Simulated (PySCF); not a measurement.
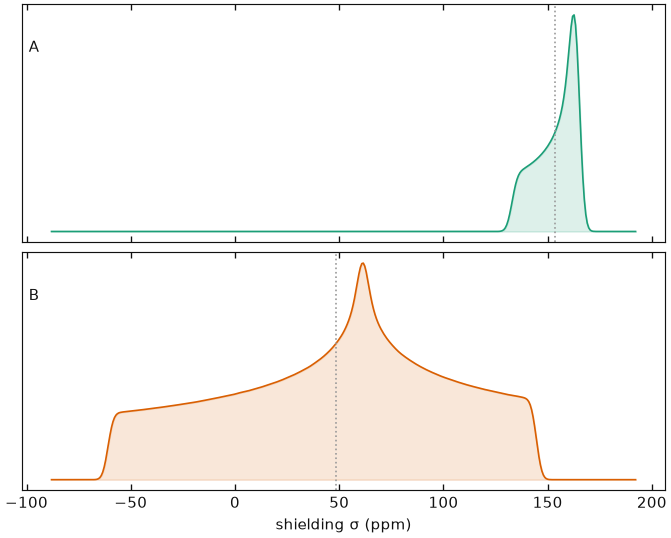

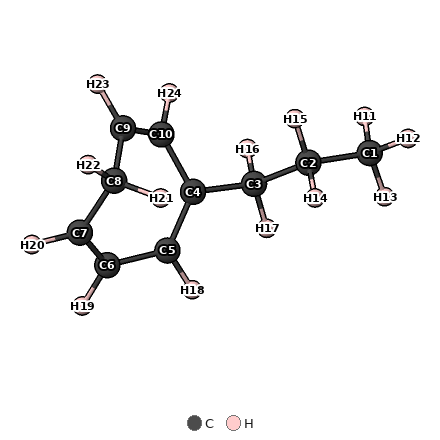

Static powder patterns (¹³C) from GIAO shielding tensors of C₁₀H₁₄, SMILES CCCC1=CC=CCC=C1, PBE0/pcSseg-1 (IEF-PCM chloroform), PySCF 2.14.0, at a PBE0-D3(BJ)/def2-SVP geometry (no frequency check); absolute shielding, one fixed geometry of the isolated molecule without any motion, no dipolar terms. The dotted line is the isotropic value; skew is 3(σiso − σ22)/span.

> The panels belong to C8 and C10. Which is which?

panel A: C8, σ11, σ22, σ33 = 133, 163, 165 ppm, isotropic 154, span 32 ppm, skew −0.88; panel B: C10, σ11, σ22, σ33 = −61, 61, 145 ppm, isotropic 48, span 206 ppm, skew −0.19.

Known limits of this run: one conformer of a flexible molecule.
